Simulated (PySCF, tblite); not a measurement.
# C₆H₃FOS: geometry, infrared bands and NMR shifts

What infrared bands and NMR shifts should C₆H₃FOS (`Fc1cc2occc2s1`) show?

Computed with tblite 0.8.0 and PySCF 2.14.0, with density-fitted response routines of our own, on a single molecule in the gas phase. Atoms are numbered from 0 throughout.

### 1 The molecule as given

12 atoms, charge 0, multiplicity 1; geometry from: force field or distance geometry start.

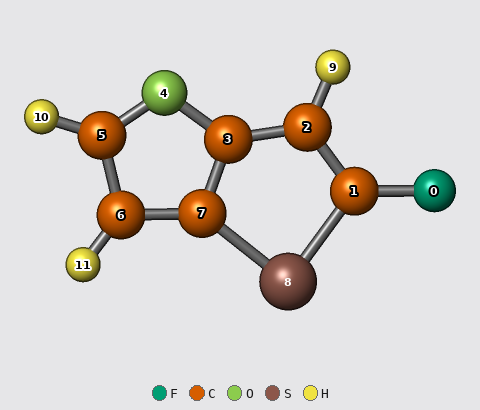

As it starts; fluorine teal, carbon orange, oxygen green, sulfur brown, hydrogen yellow, atoms numbered.

### 2 Optimising the geometry with GFN2-xTB

The job: settings as JSON, then the geometry in Å.

```
{"job": {"kind": "relax", "xc": "GFN2-xTB", "basis": "xTB"}, "charge": 0, "multiplicity": 1}
F      3.600300    -0.441200    -0.456300
C      2.236700    -0.353400    -0.407300
C      1.511700     0.336200     0.511100
C      0.153100     0.309300     0.398900
O     -0.881700     0.836800     1.094100
C     -1.997800     0.475900     0.559500
C     -1.769600    -0.351800    -0.544400
C     -0.386400    -0.425500    -0.586400
S      0.996400    -1.213300    -1.580800
H      2.019800     0.922600     1.311500
H     -3.003700     0.728100     0.862000
H     -2.477700    -0.824500    -1.188000
```

Run with:

```console
OMP_NUM_THREADS=1 python probes_run.py task.json out
```

This one command runs all jobs of the session in turn.

**Question.** This job is followed by: GFN2-xTB harmonic vibrations, gas phase; GIAO PBE0/pcSseg-1 NMR shielding, non-relativistic, gas phase. Predict these results of the whole session: strongest single infrared mode (GFN2-xTB); zero-point energy (GFN2-xTB); 13C shifts against TMS (PBE0/pcSseg-1); 1H shifts against TMS (PBE0/pcSseg-1); 19F shifts against CFCl3 (PBE0/pcSseg-1); 17O shifts against H2O (PBE0/pcSseg-1); 33S shifts against CS2 (PBE0/pcSseg-1); surface potential, least and greatest.

The runs gave:

```
                                 quantity                                        value
strongest single infrared mode (GFN2-xTB)                        1133 cm⁻¹, 120 km/mol
             zero-point energy (GFN2-xTB)                                46.3 kcal/mol
   13C shifts against TMS (PBE0/pcSseg-1)  178.5, 156.4, 147.4, 122.4, 111.8, 99.0 ppm
    1H shifts against TMS (PBE0/pcSseg-1)                         7.61, 6.88, 6.82 ppm
 19F shifts against CFCl3 (PBE0/pcSseg-1)                                   -125.9 ppm
   17O shifts against H2O (PBE0/pcSseg-1)                                    271.6 ppm
   33S shifts against CS2 (PBE0/pcSseg-1)                                      119 ppm
    surface potential, least and greatest                           -0.69 V and 1.26 V
```

In words: Relaxing lowered the energy by 0.957 eV in 23 steps; the close pair that moved most is C1–S8, from 1.912 to 1.747 Å. All 30 modes are real, so the xTB geometry is a minimum. The strongest single mode, at 1133 cm⁻¹, is spread over several atoms, C1, H10, O4, F0 among them. GFN2-xTB is a fitted tight-binding method: band positions and strengths are rough. Its intensities can rank the bands wrongly. At PBE0/pcSseg-1: Shielding is most anisotropic at O4 (span 340 ppm, paramagnetic term -333 ppm). NICS(1)zz of -20 ppm above the planar ring from C1 marks a diatropic (aromatic) ring current. NICS(1)zz of -25 ppm above the planar ring from C3 marks a diatropic (aromatic) ring current. At PBE0/pcSseg-1, counted by nearest atom on the grid, the HOMO lies on C1, C5 about 20 % each; C3, C7 about 16 % each, the LUMO on C1 25 %; C5 14 %.
